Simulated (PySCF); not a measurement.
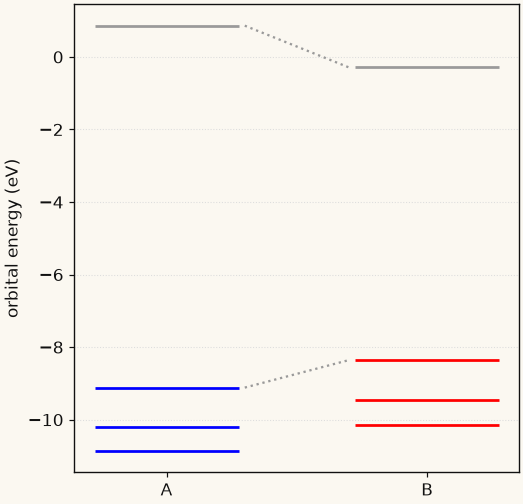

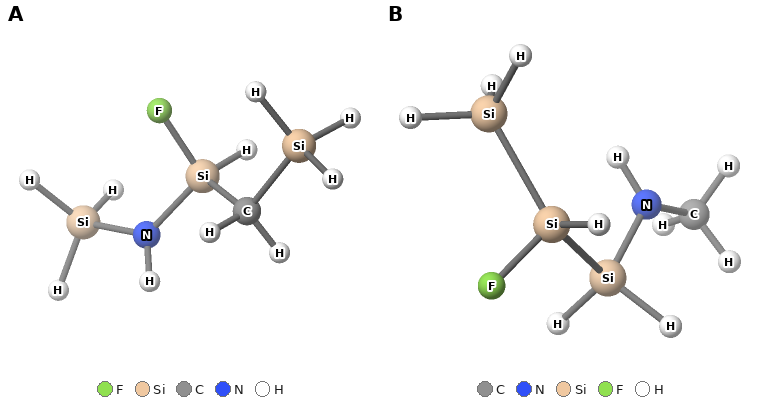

Related molecules: A is CH₁₀FNSi₃, SMILES F[Si@@H](C[SiH3])N[SiH3]; B is CH₁₀FNSi₃, SMILES CN[SiH2][Si@H](F)[SiH3]. Frontier orbital energies, CAM-B3LYP/def2-SVPD in PySCF 2.14.0, at a GFN2-xTB geometry (no frequency check); drawn are at most three filled levels and, in grey, the LUMO with any level within 0.03 eV of it; dotted lines join the HOMOs and the LUMOs.

**What does the change do to the frontier levels?**

From A to B the HOMO rises by 0.76 eV and the LUMO falls by 1.15 eV, so the separation goes from 9.98 to 8.07 eV.

Limits of at least one run: empty levels above zero depend strongly on the basis; one conformer of a flexible molecule; the tight-binding geometry is rougher than a DFT one and adds to the error.
